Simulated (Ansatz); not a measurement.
**FGaH$_{2}$O···H$_{2}$: density, localisation and related maps**

Input file:

```
crystal:
  periodic: [false, false, false]
  atoms:
    - { symbol: Ga, position_ang: [0.0, 0.0, 0.0] }
    - { symbol: H, position_ang: [0.0, 0.0, 1.92] }
    - { symbol: O, position_ang: [1.5501, 0.0, -0.895] }
    - { symbol: H, position_ang: [1.85, -0.9519, -1.0499] }
    - { symbol: H, position_ang: [-1.3596, 0.0, -0.785] }
    - { symbol: F, position_ang: [0.0896, 1.8959, 0.6306] }
    - { symbol: H, position_ang: [0.048, 1.0157, 1.7717] }
basis:
  gaussian: { orbitals: def2-SVP }
hamiltonian:
  xc: b3lyp
  dispersion: d4
relax:
  f_tol: 0.15
  max_steps: 25
  restrain:
    - { distance: [0, 5], at: 1.7, k: 30.0 }
    - { distance: [6, 1], at: 0.66, k: 30.0 }
    - { distance: [0, 1], at: 2.77, k: 30.0 }
    - { distance: [6, 5], at: 2.12, k: 30.0 }
output:
  orbitals: {}
```

Run with:

```sh
ansatz run input.yaml --threads 2 --pin off --max-ram 3072MiB --backend cpu --events-out ev --progress --plain --runs-dir out
```

The fields are those of the run's last geometry, not of the input's.

Not at a stationary point (largest force 1.8 eV/Å).

Theory: RKS B3LYP-D4/def2-SVP (Ansatz).

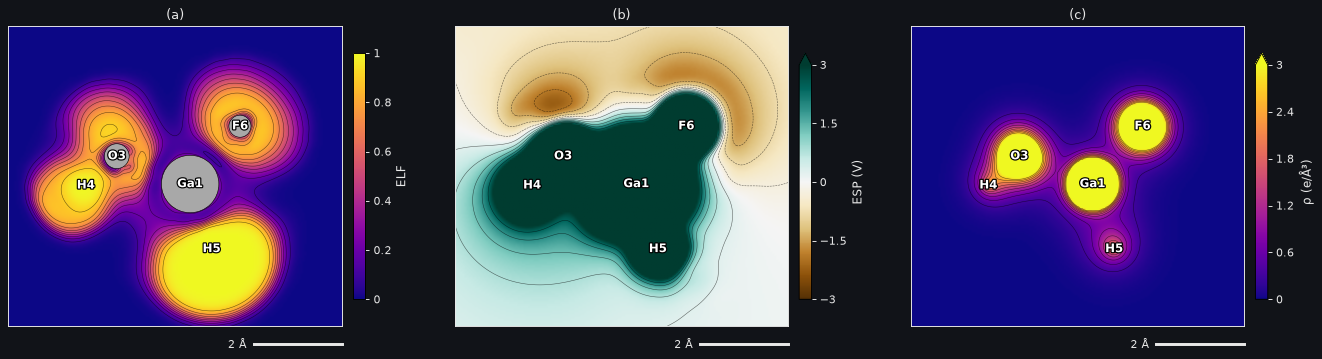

Figure 1. (a) electron localisation function; (b) molecular electrostatic potential; (c) electron density on the plane of atoms O3, Ga1 and H5. Grey discs cover the atomic cores in the ELF map.

Question: What do the fields say about this system?

Answer: The section cuts through Ga, O, H and F sites.
Ga–F (1.73 Å): ρ is about 0.87 e/Å³ halfway; the ELF peaks at about 0.80 in the valence shell of F, 0.5 Å from its nucleus, and is about 0.15 at the midpoint.
Ga–O (1.78 Å): ρ is about 0.89 e/Å³ halfway; the ELF peaks at about 0.85 in the valence shell of O, 0.6 Å from its nucleus, and is about 0.20 at the midpoint.
O–H (0.96 Å): ρ is about 3.6 e/Å³ halfway; the ELF climbs to about 1 towards the hydrogen, as it does in any bond to H; an ordinary covalent bond to hydrogen.
Ga–H (1.55 Å): ρ at the midpoint is about 1 e/Å³; the ELF climbs to about 1 towards the hydrogen.
The ELF also peaks beside O3 and F6, away from the bonds: lone-pair regions.
Outside the dense part of the complex the potential is most negative (−2.2 V) near O3.

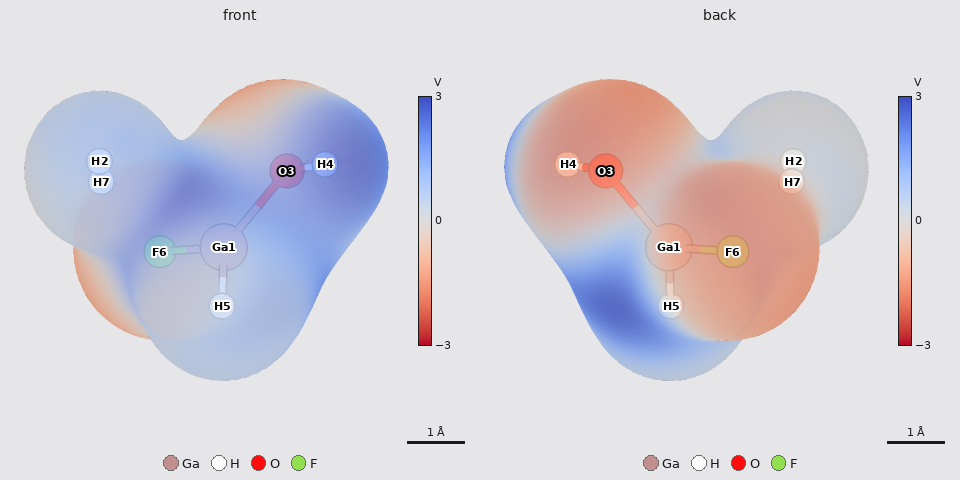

Figure 2. The electrostatic potential painted on the density surface at 0.002 e/bohr³, seen from the front and from behind; red is negative and blue positive.

Question: Which sites attract a positive test charge, and which a negative one?

Answer: A positive charge is drawn to the negative regions and a negative charge to the positive ones. The most negative region (about −1.7 V) lies over O3, the most positive (about +2.7 V) over Ga1. O3 is the likeliest acceptor of a hydrogen bond.

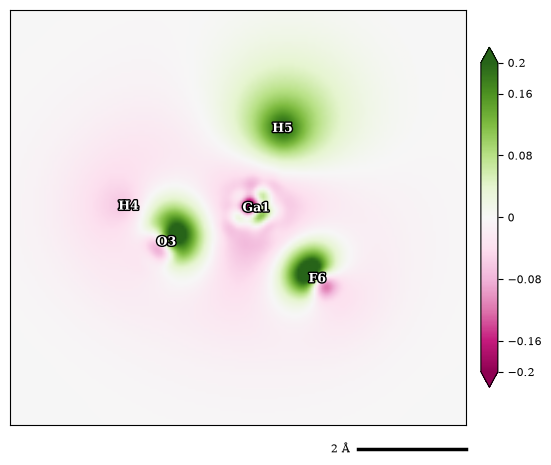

Figure 3. The LUMO on the plane of atoms O3, Ga1 and F6 (values in Å⁻³ᐟ²; the overall sign is arbitrary).

Question: What is the character of this orbital?

Answer: It lies mainly on Ga1 (about 70 %), O3 (about 10 %) and H5 (about 10 %). Its energy is −0.87 eV.
